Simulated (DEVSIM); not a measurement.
Structure: Schottky contact on n-type InP, at 400 K.

```tsv
layer (left to right)	material	thickness (μm)	Nd (cm⁻³)	τn (s)	τp (s)
1	InP	0.580	4.1e16	6.1e-9	6.1e-9
```

Left contact: Schottky, work function 4.85 eV, emission velocity 3.2e6 cm/s. Right contact: ohmic. Voltage is applied to the left contact. Recombination: SRH at mid-gap, radiative. Mobility is μmin + (μ − μmin)/(1 + (N/Nref)^α).

This is a model device: material constants are rounded textbook-type values typed into the input, and sizes, dopings and lifetimes were drawn at random. Values at 300 K; Nc and Nv go as T^1.5, mobilities as T to minus their exponent, the gap by Varshni's rule with the affinity fixed.

```csv
parameter,InP
gap (eV),1.344
affinity (eV),4.38
permittivity,12.5
Nc (cm⁻³),5.7e17
Nv (cm⁻³),1.1e19
μn (cm²/Vs),5200
μp (cm²/Vs),170
"μn,min",400
"μp,min",10
"Nref,n",3e17
"Nref,p",4.9e17
αn,0.47
αp,0.62
T exponent of μn,2
T exponent of μp,2
B (cm³/s),1.2e-10
Varshni α (eV/K),0.000363
Varshni β (K),162
```

Simulated with DEVSIM: 1D drift-diffusion, Boltzmann statistics, complete ionisation; no tunnelling, impact ionisation, image-force lowering or self-heating. Metal contacts follow the ideal Schottky-Mott rule: no Fermi-level pinning, no interface dipoles.

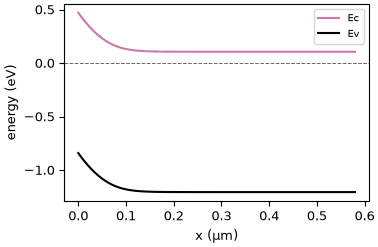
Figure: Band edges at zero bias

Energies count from the Fermi level of the right contact; mesh points crowd at the junctions.

| x (μm) | Ec (eV) | Ev (eV) | n (cm⁻³) | p (cm⁻³) | field (V/cm) |
|---|---|---|---|---|---|
| 0.000 | 0.470 | -0.841 | 1.1e12 | 4.2e8 | -62000 |
| 0.006601 | 0.430 | -0.881 | 3.4e12 | 1.3e8 | -59000 |
| 0.01486 | 0.384 | -0.928 | 1.3e13 | 3.5e7 | -54000 |
| 0.02331 | 0.340 | -0.971 | 4.5e13 | 9800000 | -49000 |
| 0.04058 | 0.265 | -1.046 | 4.0e14 | 1100000 | -39000 |
| 0.05738 | 0.208 | -1.103 | 2.1e15 | 210000 | -29000 |
| 0.07841 | 0.160 | -1.152 | 8.6e15 | 52000 | -18000 |
| 0.1149 | 0.120 | -1.191 | 2.7e16 | 17000 | -5600 |
| 0.1439 | 0.110 | -1.201 | 3.6e16 | 12000 | -1900 |
| 0.1866 | 0.106 | -1.205 | 4.0e16 | 11000 | -330 |
| 0.2401 | 0.106 | -1.206 | 4.1e16 | 11000 | -37 |
| 0.3235 | 0.106 | -1.206 | 4.1e16 | 11000 | ≈ 0 |
| 0.3803 | 0.106 | -1.206 | 4.1e16 | 11000 | ≈ 0 |
| 0.4257 | 0.106 | -1.206 | 4.1e16 | 11000 | ≈ 0 |
| 0.4673 | 0.106 | -1.206 | 4.1e16 | 11000 | ≈ 0 |
| 0.4952 | 0.106 | -1.206 | 4.1e16 | 11000 | ≈ 0 |
| 0.5175 | 0.106 | -1.206 | 4.1e16 | 11000 | ≈ 0 |
| 0.5353 | 0.106 | -1.206 | 4.1e16 | 11000 | ≈ 0 |
| 0.5536 | 0.106 | -1.206 | 4.1e16 | 11000 | ≈ 0 |
| 0.5626 | 0.106 | -1.206 | 4.1e16 | 11000 | ≈ 0 |
| 0.5714 | 0.106 | -1.206 | 4.1e16 | 11000 | ≈ 0 |
| 0.5800 | 0.106 | -1.206 | 4.1e16 | 11000 | ≈ 0 |
